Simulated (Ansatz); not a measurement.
# AlH₂+ (triplet): correlated methods under varied settings

Aim: run AlH₂+ (triplet) at one geometry under a spread of methods and options, and see what each costs and gives.

Method: the settings change from run to run; program: Ansatz 0.2.0, Gaussian basis.

24 further runs of the same task are left out: 5 for a known fault of the program, 7 that didn't finish, 12 set aside as unsound or not needed.

**1. The system**

The geometry is a PBE0/def2-TZVP stationary point (not a proven minimum).

3 atoms, charge 1, spin multiplicity 3.

Atoms are counted from 1 here; the program's logs count them from 0.

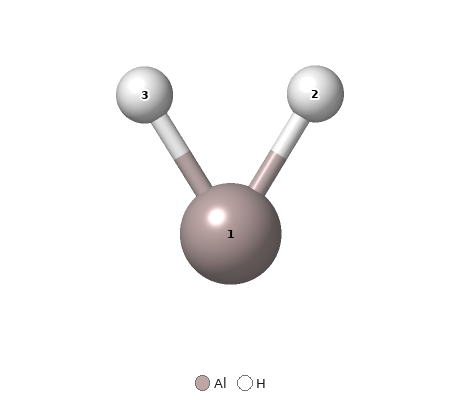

The geometry (aluminium light grey, hydrogen white); atoms are numbered from 1 in the order of the file.

Geometry (Å):

```xyz
3
AlH2
Al    0.0000    0.0000   -0.1021
H     0.0000    0.8996    1.3665
H     0.0000   -0.8996    1.3665
```

**2. FCI states/STO-3G**

Input file in.yaml:

```yaml
crystal:
  periodic: [false, false, false]
  atoms:
    - {symbol: Al, position_ang: [0.000000, 0.000000, -0.102095]}
    - {symbol: H, position_ang: [0.000000, 0.899579, 1.366496]}
    - {symbol: H, position_ang: [0.000000, -0.899579, 1.366496]}
basis:
  gaussian: {orbitals: STO-3G, fitting: {mean_field: def2-universal-jkfit}, point_charges: [{charge: 1.00, position_ang: [2.732, -0.848, -0.204]}]}
total_charge: 1
magnetization: {spin_polarized: false, initial_magnetization: 2}
correlation: {active_space: {window: {electrons: 4, orbitals: 6}, states: [{multiplicity: 3, weights: [1, 1, 1, 1, 1]}, {multiplicity: 5, weights: [1, 1, 1]}], fixed_orbitals: true}}
```

Launch:

```sh
> ansatz run in.yaml --threads 1 --pin off --events-out ev --progress --plain --max-ram 2393MiB
```

The log of the run:

```text
Functional definition: HF
  name "HF"
  cite "Fock, Z. Phys. 61, 126 (1930) doi:10.1007/BF01340294"
  parent pbe
  exchange = exact_x
  correlation = 0
164 factors; integrals over basis functions are off by at most 7.0e-3 eV
mean field evaluation 1: about -6520.8843 eV, gradient 4.6e0 eV
mean field evaluation 2: about -6521.0763 eV, gradient 1.2e0 eV
mean field evaluation 4: about -6521.0951 eV, gradient 1.4e-1 eV
mean field -6521.09642202 eV, -239.6458733514 hartree, gradient 2.6e-6 eV, S^2 2.000000; 0 other end points of the search recorded, 0 dependent functions left out
reference -6521.09642202 eV, -239.6458733514 hartree; 8, 6 occupied and 3, 5 virtual orbitals, 164 factors
state -6522.43825888 eV, -239.6951849464 hartree
state -6517.18074784 eV, -239.5019749792 hartree
state -6516.63930772 eV, -239.4820774221 hartree
state -6516.41696979 eV, -239.4739066537 hartree
state -6515.91833228 eV, -239.4555820633 hartree
state -6514.21727933 eV, -239.3930695205 hartree
state -6511.36036913 eV, -239.2880800071 hartree
state -6508.06262864 eV, -239.1668902792 hartree
Total energy: -6515.27923670 eV, -239.4320957339 hartree
```

It took 0.06 s on 1 thread of Arm Neoverse V1, shared host.

**3. MP2 on ROHF/6-31G**

Input file in.yaml:

```yaml
crystal:
  periodic: [false, false, false]
  atoms:
    - {symbol: Al, position_ang: [0.000000, 0.000000, -0.102095]}
    - {symbol: H, position_ang: [0.000000, 0.899579, 1.366496]}
    - {symbol: H, position_ang: [0.000000, -0.899579, 1.366496]}
basis:
  gaussian: {orbitals: 6-31G}
total_charge: 1
magnetization: {spin_polarized: false, initial_magnetization: 2}
correlation: {method: mp2, electrons: all}
```

The command is unchanged.

The log of the run:

```text
Functional definition: HF
  name "HF"
  cite "Fock, Z. Phys. 61, 126 (1930) doi:10.1007/BF01340294"
  parent pbe
  exchange = exact_x
  correlation = 0
202 factors; integrals over basis functions are off by at most 1.5e-4 eV
mean field evaluation 1: about -6602.3646 eV, gradient 4.1e0 eV
mean field evaluation 2: about -6602.3670 eV, gradient 4.1e0 eV
mean field evaluation 4: about -6602.6379 eV, gradient 4.0e-1 eV
mean field evaluation 8: about -6602.6441 eV, gradient 5.6e-3 eV
mean field -6602.64406648 eV, -242.6426940103 hartree, gradient 1.3e-6 eV, S^2 2.000000; 0 other end points of the search recorded, 0 dependent functions left out
mean field evaluation 16: about -6602.8313 eV, gradient 2.1e0 eV
reference -6602.64406648 eV, -242.6426940103 hartree; 8, 6 occupied and 9, 11 virtual orbitals, 202 factors
second order -0.73895985 eV of doubles, -0.14468624 eV of singles
Total energy: -6603.52771257 eV, -242.6751674051 hartree
```

It took 0.09 s on 1 thread of Arm Neoverse V1, shared host.

**4. MP2 on ROHF/def2-SVP**

Changes to in.yaml since step 3:

```diff
@@ -7,5 +7,5 @@
 basis:
-  gaussian: {orbitals: 6-31G}
+  gaussian: {orbitals: def2-SVP}
 total_charge: 1
 magnetization: {spin_polarized: false, initial_magnetization: 2}
-correlation: {method: mp2, electrons: all}
+correlation: {method: mp2, electrons: valence}
```

Launched as before.

The log of the run:

```text
Functional definition: HF
  name "HF"
  cite "Fock, Z. Phys. 61, 126 (1930) doi:10.1007/BF01340294"
  parent pbe
  exchange = exact_x
  correlation = 0
264 factors; integrals over basis functions are off by at most 1.6e-3 eV
mean field evaluation 1: about -6601.0401 eV, gradient 4.9e0 eV
mean field evaluation 2: about -6601.0435 eV, gradient 4.9e0 eV
mean field evaluation 4: about -6601.3671 eV, gradient 4.5e-1 eV
mean field evaluation 8: about -6601.3746 eV, gradient 9.1e-3 eV
mean field evaluation 16: about -6601.3710 eV, gradient 2.2e-1 eV
mean field -6601.37462525 eV, -242.5960429055 hartree, gradient 1.2e-6 eV, S^2 2.000000; 2 other end points of the search recorded, 0 dependent functions left out
5 core orbitals not correlated: weight in the atoms' cores, before any rotation towards them, 1.000 or more for the frozen orbitals, at most 0.000 for the correlated occupied ones
reference -6601.37462525 eV, -242.5960429055 hartree; 3, 1 occupied and 20, 22 virtual orbitals, 264 factors
second order -1.06536607 eV of doubles, -0.14078835 eV of singles
Total energy: -6602.58077967 eV, -242.6403682629 hartree
```

It took 0.12 s on 1 thread of Arm Neoverse V1, shared host.

**5. FCI/6-31G**

Changes to in.yaml since step 4:

```diff
@@ -7,5 +7,7 @@
 basis:
-  gaussian: {orbitals: def2-SVP}
+  gaussian: {orbitals: 6-31G}
 total_charge: 1
 magnetization: {spin_polarized: false, initial_magnetization: 2}
-correlation: {method: mp2, electrons: valence}
+correlation: {method: fci, electrons: outside_noble_gas}
+scf: {lower_state_search: off}
+output: {forces: true}
```

Launched as before.

The log of the run, cut to the lines that bear on the results:

```text
Functional definition: HF
  name "HF"
  cite "Fock, Z. Phys. 61, 126 (1930) doi:10.1007/BF01340294"
  parent pbe
[...]
345 factors; integrals over basis functions are off by at most 8.2e-8 eV
[...]
mean field -6602.64413977 eV, -242.6426967035 hartree, gradient 1.3e-6 eV, S^2 2.000000; 0 other end points of the search recorded, 0 dependent functions left out
5 core orbitals not correlated: weight in the atoms' cores, before any rotation towards them, 1.000 or more for the frozen orbitals, at most 0.000 for the correlated occupied ones
reference -6602.64413977 eV, -242.6426967035 hartree; 3, 1 occupied and 9, 11 virtual orbitals, 345 factors
state -6603.89337975 eV, -242.6886054261 hartree
[...]
Total energy: -6603.89337975 eV, -242.6886054261 hartree
Atom 0 at     0.000000     0.000000    -0.102095 Å, force    -0.000000     0.000000    -0.896434 eV/Å
Atom 1 at     0.000000     0.899579     1.366496 Å, force     0.000000     0.580238     0.448217 eV/Å
Atom 2 at     0.000000    -0.899579     1.366496 Å, force    -0.000000    -0.580238     0.448217 eV/Å
Dipole moment:     0.000000     0.000000    -0.063132 e Å
Checks for a lower state left out: starts, cluster_reference, orbital_swaps, neighbouring_geometries, increment
```

Run time: 0.51 s. Hardware: 1 thread of Arm Neoverse V1, shared host.

From the report: 1,248 determinants, symmetry B2.

**6. BCCD(T) on ROHF/def2-SVP**

Input file in.yaml:

```yaml
crystal:
  periodic: [false, false, false]
  atoms:
    - {symbol: Al, position_ang: [0.000000, 0.000000, -0.102095]}
    - {symbol: H, position_ang: [0.000000, 0.899579, 1.366496]}
    - {symbol: H, position_ang: [0.000000, -0.899579, 1.366496]}
basis:
  gaussian: {orbitals: def2-SVP}
total_charge: 1
magnetization: {spin_polarized: false, initial_magnetization: 2}
correlation: {method: bccd_t, electrons: outside_noble_gas}
scf: {omitted_lower_state_checks: [cluster_reference]}
```

Launched as before.

The log of the run, cut to the lines that bear on the results:

```text
Functional definition: HF
  name "HF"
  cite "Fock, Z. Phys. 61, 126 (1930) doi:10.1007/BF01340294"
  parent pbe
[...]
264 factors; integrals over basis functions are off by at most 1.6e-3 eV
[...]
mean field -6601.37462525 eV, -242.5960429055 hartree, gradient 1.2e-6 eV, S^2 2.000000; 2 other end points of the search recorded, 0 dependent functions left out
5 core orbitals not correlated: weight in the atoms' cores, before any rotation towards them, 1.000 or more for the frozen orbitals, at most 0.000 for the correlated occupied ones
reference -6601.37462525 eV, -242.5960429055 hartree; 3, 1 occupied and 20, 22 virtual orbitals, 264 factors
second order -1.06536607 eV of doubles, -0.14078835 eV of singles
cycle   1  -1.48498948 eV  change   -2.8e-1 eV  update   5.0e-2
[...]
cycle  10  -1.62061508 eV  change    3.0e-6 eV  update   3.7e-6
perturbative correction -0.02661884 eV, -0.0009782245 hartree
Total energy: -6603.02185918 eV, -242.6565776358 hartree
Checks for a lower state left out: cluster_reference
```

Wall time 0.36 s (1 thread of Arm Neoverse V1, shared host).

From the report: correlation -1.6472 eV; largest double amplitude 0.10.

**7. MRCISD+Q(relaxed)(2,4)/def2-SVP**

Changes to in.yaml since step 6:

```diff
@@ -10,3 +10,2 @@
 magnetization: {spin_polarized: false, initial_magnetization: 2}
-correlation: {method: bccd_t, electrons: outside_noble_gas}
-scf: {omitted_lower_state_checks: [cluster_reference]}
+correlation: {method: fic_mrcisd_q_relaxed, electrons: valence, active_space: {window: {electrons: 2, orbitals: 4}, states: [{multiplicity: 3, weights: [1, 1]}]}}
```

Launched as before.

The log of the run, cut to the lines that bear on the results:

```text
Functional definition: HF
  name "HF"
  cite "Fock, Z. Phys. 61, 126 (1930) doi:10.1007/BF01340294"
  parent pbe
[...]
453 factors; integrals over basis functions are off by at most 2.0e-7 eV
[...]
mean field -6601.37464905 eV, -242.5960437803 hartree, gradient 1.7e-6 eV, S^2 2.000000; 2 other end points of the search recorded, 0 dependent functions left out
reference -6601.37464905 eV, -242.5960437803 hartree; 8, 6 occupied and 20, 22 virtual orbitals, 453 factors
state -6601.37400134 eV, -242.5960199773 hartree
state -6597.52919115 eV, -242.4547258090 hartree
contracted CI cycle   1: correlation 0.00000000 eV, 0.0000000000 hartree, residual 8.33e0 eV
contracted CI cycle   2: correlation -1.51986150 eV, -0.0558538799 hartree, residual 1.70e0 eV
contracted CI cycle   3: correlation -1.59395988 eV, -0.0585769451 hartree, residual 5.18e-1 eV
[...]
contracted CI cycle   2: correlation -1.66760737 eV, -0.0612834405 hartree, residual 2.15e0 eV
contracted CI cycle   3: correlation -1.81849799 eV, -0.0668285685 hartree, residual 1.01e0 eV
contracted CI cycle   4: correlation -1.85349456 eV, -0.0681146688 hartree, residual 4.58e-1 eV
contracted CI cycle   5: correlation -1.85919761 eV, -0.0683242520 hartree, residual 1.48e-1 eV
contracted CI cycle   6: correlation -1.85993460 eV, -0.0683513360 hartree, residual 6.06e-2 eV
contracted CI cycle   7: correlation -1.86004482 eV, -0.0683553865 hartree, residual 2.19e-2 eV
contracted CI cycle   8: correlation -1.86006265 eV, -0.0683560416 hartree, residual 8.19e-3 eV
contracted CI cycle   9: correlation -1.86006458 eV, -0.0683561124 hartree, residual 2.48e-3 eV
contracted CI cycle  10: correlation -1.86006475 eV, -0.0683561186 hartree, residual 7.69e-4 eV
state -6597.52919115 eV, -242.4547258090 hartree; corrected -6599.59572905 eV, -242.5306696758 hartree
Total energy: -6601.33223974 eV, -242.5944852668 hartree
```

It took 0.75 s on 1 thread of Arm Neoverse V1, shared host.

From the report: 4 determinants; active occupations (of the averaged states) 1.00, 0.50, 0.50, 0.00.

**8. HF/STO-3G**

Input file in.yaml:

```yaml
crystal:
  periodic: [false, false, false]
  atoms:
    - {symbol: Al, position_ang: [0.000000, 0.000000, -0.102095]}
    - {symbol: H, position_ang: [0.000000, 0.899579, 1.366496]}
    - {symbol: H, position_ang: [0.000000, -0.899579, 1.366496]}
basis:
  gaussian: {orbitals: STO-3G}
total_charge: 1
magnetization: {spin_polarized: true, initial_magnetization: 2}
hamiltonian: {xc: hf, pseudopotentials: {relativity: none}}
output: {orbitals: {seedname: orbitals}}
```

Same command.

The log of the run:

```text
Functional definition: HF
  name "HF"
  cite "Fock, Z. Phys. 61, 126 (1930) doi:10.1007/BF01340294"
  parent pbe
  exchange = exact_x
  correlation = 0
116 factors; integrals over basis functions are off by at most 1.1e-5 eV
mean field evaluation 1: about -6525.5939 eV, gradient 7.6e0 eV
mean field evaluation 2: about -6525.6097 eV, gradient 7.6e0 eV
mean field evaluation 4: about -6526.4248 eV, gradient 8.6e-1 eV
mean field evaluation 8: about -6526.4389 eV, gradient 1.9e-5 eV
mean field -6526.43893788 eV, -239.8422071880 hartree, gradient 2.2e-5 eV, S^2 2.050326; 0 other end points of the search recorded, 0 dependent functions left out
reference -6526.43893788 eV, -239.8422071880 hartree; 8, 6 occupied and 3, 5 virtual orbitals, 116 factors
Total energy: -6526.43893788 eV, -239.8422071880 hartree
```

Wall time 0.06 s (1 thread of Arm Neoverse V1, shared host).

From the report: ⟨S²⟩ of the determinant 2.050 (pure triplet: 2.00).

**9. NEVPT2(2,6)/6-31G**

Input file in.yaml:

```yaml
crystal:
  periodic: [false, false, false]
  atoms:
    - {symbol: Al, position_ang: [0.000000, 0.000000, -0.102095]}
    - {symbol: H, position_ang: [0.000000, 0.899579, 1.366496]}
    - {symbol: H, position_ang: [0.000000, -0.899579, 1.366496]}
basis:
  gaussian: {orbitals: 6-31G}
total_charge: 1
magnetization: {spin_polarized: false, initial_magnetization: 2}
correlation: {method: sc_nevpt2, electrons: outside_noble_gas, active_space: {window: {electrons: 2, orbitals: 6}, states: [{multiplicity: 3, weights: [1, 1, 1]}]}}
```

The command is unchanged.

The log of the run, cut to the lines that bear on the results:

```text
Functional definition: HF
  name "HF"
  cite "Fock, Z. Phys. 61, 126 (1930) doi:10.1007/BF01340294"
  parent pbe
[...]
345 factors; integrals over basis functions are off by at most 8.2e-8 eV
[...]
mean field -6602.64413977 eV, -242.6426967035 hartree, gradient 1.3e-6 eV, S^2 2.000000; 0 other end points of the search recorded, 0 dependent functions left out
reference -6602.64413977 eV, -242.6426967035 hartree; 8, 6 occupied and 9, 11 virtual orbitals, 345 factors
state -6602.62727056 eV, -242.6420767716 hartree
state -6598.75619124 eV, -242.4998172304 hartree
state -6597.19438630 eV, -242.4424219575 hartree
state -6602.62727056 eV, -242.6420767716 hartree; corrected -6603.45370892 eV, -242.6724478212 hartree
state -6598.75619124 eV, -242.4998172304 hartree; corrected -6599.53306398 eV, -242.5283667772 hartree
state -6597.19438630 eV, -242.4424219575 hartree; corrected -6598.18237220 eV, -242.4787297696 hartree
Total energy: -6600.38971503 eV, -242.5598481226 hartree
```

Run time: 0.39 s. Hardware: 1 thread of Arm Neoverse V1, shared host.

From the report: 8 determinants; active occupations (of the averaged states) 0.67, 0.67, 0.66, 0.00, 0.00, 0.00.

**10. CISD/cc-pVTZ**

Input file in.yaml:

```yaml
crystal:
  periodic: [false, false, false]
  atoms:
    - {symbol: Al, position_ang: [0.000000, 0.000000, -0.102095]}
    - {symbol: H, position_ang: [0.000000, 0.899579, 1.366496]}
    - {symbol: H, position_ang: [0.000000, -0.899579, 1.366496]}
basis:
  gaussian: {orbitals: cc-pVTZ}
total_charge: 1
magnetization: {spin_polarized: false, initial_magnetization: 2}
correlation: {active_space: {ras: {orbitals: [1, 2, 54], electrons: 4, max_holes: 2, max_particles: 2}, fixed_orbitals: true}}
```

Launched as before.

The log of the run:

```text
Functional definition: HF
  name "HF"
  cite "Fock, Z. Phys. 61, 126 (1930) doi:10.1007/BF01340294"
  parent pbe
  exchange = exact_x
  correlation = 0
367 factors; integrals over basis functions are off by at most 1.0e-3 eV
mean field evaluation 1: about -6603.4378 eV, gradient 5.6e0 eV
mean field evaluation 2: about -6603.4407 eV, gradient 5.6e0 eV
mean field evaluation 4: about -6603.8281 eV, gradient 5.8e-1 eV
mean field evaluation 8: about -6603.8387 eV, gradient 8.2e-3 eV
mean field evaluation 16: about -6603.8329 eV, gradient 2.6e-1 eV
mean field -6603.83874308 eV, -242.6865975657 hartree, gradient 1.5e-6 eV, S^2 2.000000; 2 other end points of the search recorded, 0 dependent functions left out
reference -6603.83874308 eV, -242.6865975657 hartree; 8, 6 occupied and 54, 56 virtual orbitals, 367 factors
state -6605.69972207 eV, -242.7549872820 hartree
Total energy: -6605.69972207 eV, -242.7549872820 hartree
```

Run time: 1.1 s. Hardware: 1 thread of Arm Neoverse V1, shared host.

From the report: 9,944 determinants.

**11. The runs in one table**

| level | correlated | functions | energy (eV) | time |
| --- | --- | --- | --- | --- |
| FCI states/STO-3G (several states, beside a point charge) | valence | 11 | -6515.2792 | 0.06 s |
| MP2 on ROHF/6-31G | all | 17 | -6603.5277 | 0.09 s |
| MP2 on ROHF/def2-SVP | valence | 28 | -6602.5808 | 0.12 s |
| FCI/6-31G | outside noble gas | 17 | -6603.8934 | 0.51 s |
| BCCD(T) on ROHF/def2-SVP | outside noble gas | 28 | -6603.0219 | 0.36 s |
| MRCISD+Q(relaxed)(2,4)/def2-SVP (mean of several states) | valence | 28 | -6601.3322 | 0.75 s |
| HF/STO-3G |  | 11 | -6526.4389 | 0.06 s |
| NEVPT2(2,6)/6-31G (mean of several states) | outside noble gas | 17 | -6600.3897 | 0.39 s |
| CISD/cc-pVTZ | outside noble gas | 62 | -6605.6997 | 1.1 s |

**12. Outcome**

```
quantity                                                              value
    runs                                                                  9
quickest  FCI states/STO-3G (several states, beside a point charge), 0.06 s
 slowest                                                CISD/cc-pVTZ, 1.1 s
```

Total energies in different bases, with other cores or another treatment of relativity can't be set against each other. CISD/cc-pVTZ took 19 times as long as FCI states/STO-3G (several states, beside a point charge); the jobs differ in more than the method.
